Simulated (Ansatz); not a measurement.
# CH7AsBNSi: ladder of methods at one geometry in Python

How do the methods compare on CH7AsBNSi, in result and in cost? Aim: a ladder of methods at one geometry, for CH7AsBNSi, run from a script.

Computed with Ansatz 0.2.0, driven from Python. The levels of theory stand in the script.

## Step 1: Starting point

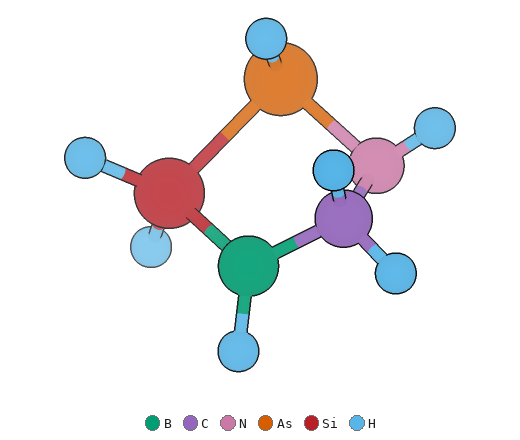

The starting structure, viewed from a chosen angle; boron teal, carbon purple, nitrogen pink, arsenic orange, silicon red, hydrogen blue.

The script holds or builds the structure itself.

## Step 2: The script

methods_ch7asbnsi.py

```python
# -*- coding: utf-8 -*-
"""One geometry of CH7AsBNSi, method by method."""

from pathlib import Path

import ansatz as az
from ase import Atoms
import numpy as np


def main():
    atoms = Atoms(["B", "C", "N", "As", "Si", "H", "H", "H", "H", "H", "H", "H"], positions=[
        [0.131, 0.8992, 0.8254],
        [0.5156, -0.578, 0.9896],
        [-0.4246, -1.4597, 0.2429],
        [-0.4784, -0.9011, -1.5794],
        [-0.6678, 1.2742, -0.9248],
        [-0.2719, 1.5891, 1.7471],
        [0.519, -0.832, 2.0735],
        [1.5994, -0.6828, 0.6158],
        [0.0268, -2.4042, 0.2982],
        [0.9993, -0.852, -1.7621],
        [-2.0737, 1.736, -0.7754],
        [0.2023, 2.156, -1.7168],
    ])
    geometry = az.Crystal.molecule_from_ase(atoms)

    model = geometry.calculation().basis(gaussian="def2-SVP")

    print("functional    E (Ha)        dipole (D)   HOMO (eV)  LUMO (eV)")
    for name in ["r2scan", "b3lyp", "pbe0", "r2scan0"]:
        report = model.functional(name).forces().orbitals().run(threads=1, runs_dir="runs").report
        lines = Path(report["orbitals_path"]).read_text().splitlines()
        field_of = lambda key: [line.split("=")[1].strip() for line in lines if line.startswith(key)]
        orbitals = [(27.211386 * float(e), s, float(n)) for e, s, n in zip(field_of("Ene="), field_of("Spin="), field_of("Occup="))]
        homo = max(e for e, _, n in orbitals if n > 0.5)
        lumo = min(e for e, _, n in orbitals if n < 0.5)
        dipole = 4.803205 * np.linalg.norm(report["charge_distribution"]["dipole_moment_e_ang"])
        print(f"{name:10s} {report['free_energy_ev'] / 27.211386246:14.6f} {dipole:9.3f} {homo:11.3f} {lumo:10.3f}")


if __name__ == "__main__":
    main()
```

## Step 3: The calls as engine input

The package turns the script's settings into the engine's input (first run):

```yaml
crystal:
  periodic: [false, false, false]
  atoms:
    - { symbol: B, position_ang: [0.131, 0.8992, 0.8254] }
    - { symbol: C, position_ang: [0.5156, -0.578, 0.9896] }
    - { symbol: "N", position_ang: [-0.4246, -1.4597, 0.2429] }
    - { symbol: As, position_ang: [-0.4784, -0.9011, -1.5794] }
    - { symbol: Si, position_ang: [-0.6678, 1.2742, -0.9248] }
    - { symbol: H, position_ang: [-0.2719, 1.5891, 1.7471] }
    - { symbol: H, position_ang: [0.519, -0.832, 2.0735] }
    - { symbol: H, position_ang: [1.5994, -0.6828, 0.6158] }
    - { symbol: H, position_ang: [0.0268, -2.4042, 0.2982] }
    - { symbol: H, position_ang: [0.9993, -0.852, -1.7621] }
    - { symbol: H, position_ang: [-2.0737, 1.736, -0.7754] }
    - { symbol: H, position_ang: [0.2023, 2.156, -1.7168] }
basis:
  gaussian:
    orbitals: def2-SVP
hamiltonian:
  xc: r2scan
output:
  orbitals: {}
  forces: true
```

## Step 4: Running it

Started as:

```console
$ python methods_ch7asbnsi.py
```

The log of the run:

```text
functional    E (Ha)        dipole (D)   HOMO (eV)  LUMO (eV)
r2scan       -2646.664047     1.976      -5.812     -2.985
b3lyp        -2646.831711     1.820      -6.415     -2.429
pbe0         -2646.228528     1.975      -6.649     -2.291
r2scan0      -2646.634664     2.053      -6.814     -2.148
```

Wall time 35 s (1 thread of Arm Neoverse V2, shared host); peak memory 0.41 GiB.

## Step 5: What changed from run to run

The engine's inputs for the other runs:

Run 2, against run 1:

```diff
@@ -20 +20 @@
-  xc: r2scan
+  xc: b3lyp
```

Run 3, against run 1:

```diff
@@ -20 +20 @@
-  xc: r2scan
+  xc: pbe0
```

Run 4, against run 1:

```diff
@@ -20 +20 @@
-  xc: r2scan
+  xc: r2scan0
```

## Step 6: The runs side by side

One row for each of the 4 runs:

```
run  functional  energy (eV)  SCF cycles  CPU time (s)
  1      r2scan  -72019.3977          20           9.3
  2       b3lyp  -72023.9600          17           6.9
  3        pbe0  -72007.5466          17           6.8
  4     r2scan0  -72018.5981          18            12
```

Totals hang on method, basis and potentials, so only like runs compare.

The fields below are those of run 1.

## Step 7: The molecule's orbitals and density

Orbitals, density, ELF and potential are computed afterwards from the orbital file.

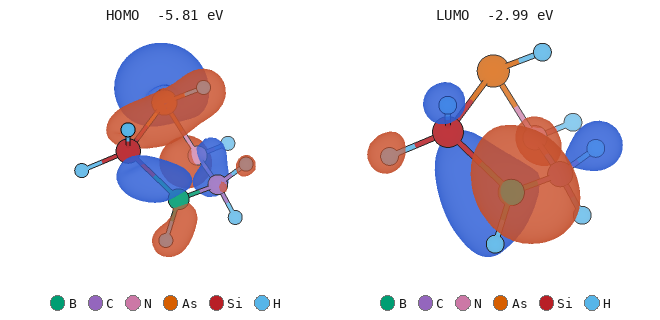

Frontier orbitals at r2SCAN/def2-SVP; each surface holds 70 % of the orbital's density, blue and red mark the sign.

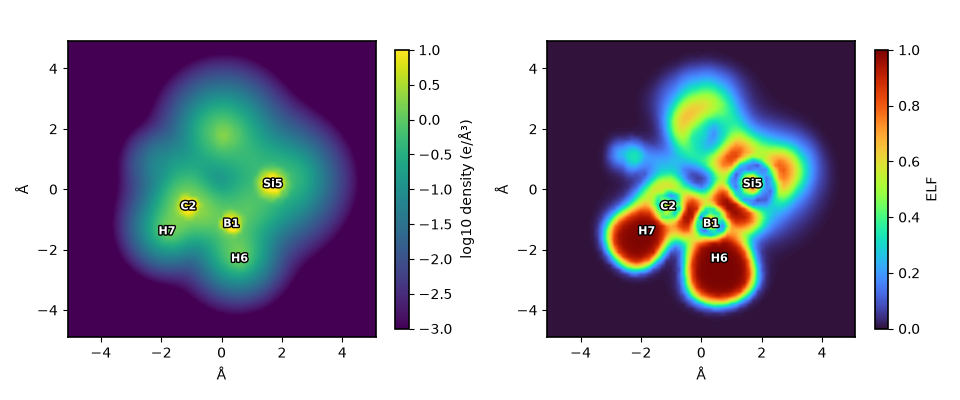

Density (left) and ELF (right) in a plane through or near 5 of the atoms.

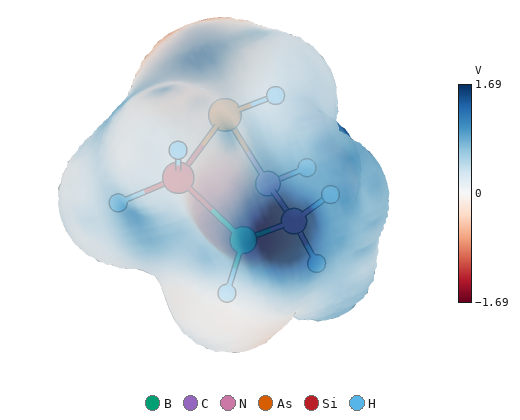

The potential that a unit positive charge feels on the 0.002 e/bohr³ surface, from -1.43 V near N3 to 1.69 V near B1.

## Step 8: What came out

```
                                         quantity    value
                                    runs compared        4
HOMO-LUMO gap of the mean field (r2SCAN/def2-SVP)  2.83 eV
```

All 4 runs converged (17 to 20 cycles). Notes:
- The geometry is a force-field or estimated start, not a minimum of this method, and the basis set is short of its limit. A lower total doesn't mark the better method: functionals have no common bound, and MP2 and coupled cluster aren't variational.
- b3lyp holds the VWN-RPA fit, as in Gaussian; the form of ORCA and Turbomole is b3lyp5.
- Levels such as HOMO and LUMO are orbital energies: with these approximate functionals they aren't the ionisation energy and electron affinity, and their gap isn't the fundamental gap.
